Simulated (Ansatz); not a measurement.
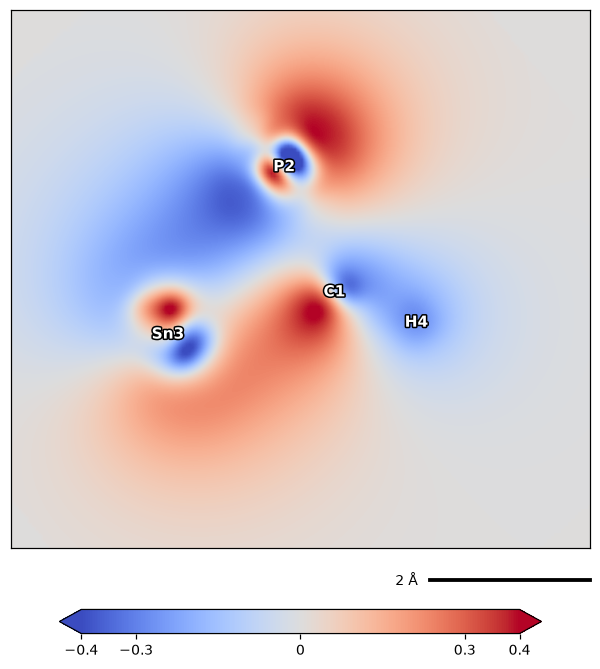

Figure. CHPSn. The HOMO on the molecular plane (values in Å⁻³ᐟ²; the overall sign is arbitrary).

Geometry: r2SCAN-D4/def2-SVP; core potentials replace the inner electrons of Sn.

Theory: Ansatz, isolated molecule in a Gaussian basis; Kohn-Sham density functional theory, functional PBE0.

```yaml
atoms:
  - { symbol: C, position_ang: [0.2561, -0.3715, 2.3818] }
  - { symbol: P, position_ang: [-0.2360, -0.7145, 0.8013] }
  - { symbol: Sn, position_ang: [2.1272, 0.0391, 1.4054] }
  - { symbol: H, position_ang: [-0.2758, -0.4009, 3.3423] }
```

Q: Describe this orbital and give its energy.

A: By Hirshfeld shares it lies mainly on P2 (about 45 %), Sn3 (about 40 %) and C1 (about 15 %); it is symmetric in the molecular plane (an in-plane orbital: σ, lone-pair or in-plane π type). Its energy is −5.82 eV.
